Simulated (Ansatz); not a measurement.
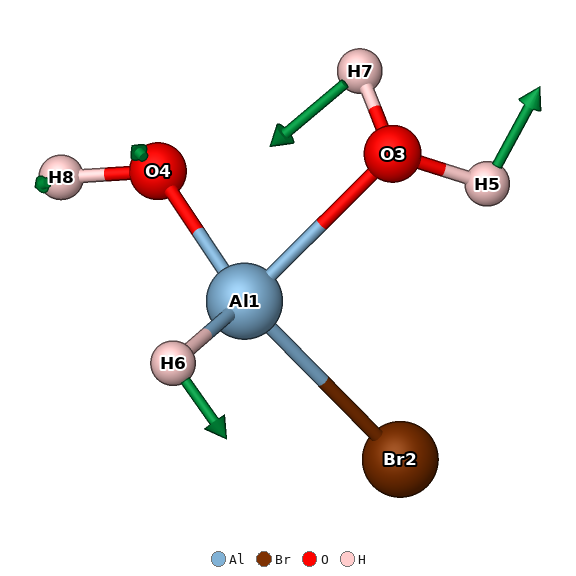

The arrows show one normal mode. Harmonic vibrations computed with RKS PBE0-D4/def2-TZVP (Ansatz 0.2.0) at a stationary point of the same level.

Describe the motion.

Mostly Al–O–H bending.

Estimate its harmonic wavenumber.

724 cm⁻¹; it is mode 12 of 18 counted from the lowest.
